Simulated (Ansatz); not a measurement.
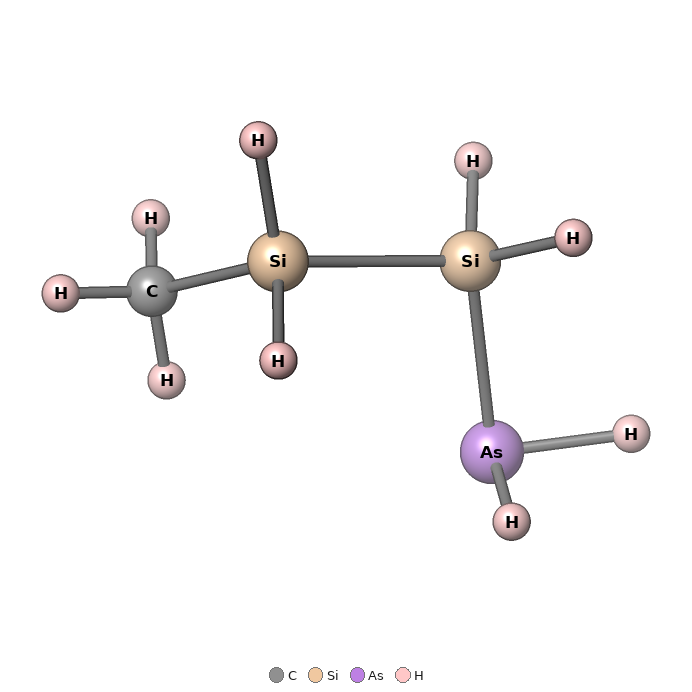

Orthographic view. Distant atoms are faded towards the background colour. Computed geometry: PBE-D4/def2-SVP optimisation. No frequency run is at hand to confirm it as a minimum.

Write the InChI string.

Answer. InChI=1S/CH9AsSi2/c1-3-4-2/h2-4H2,1H3
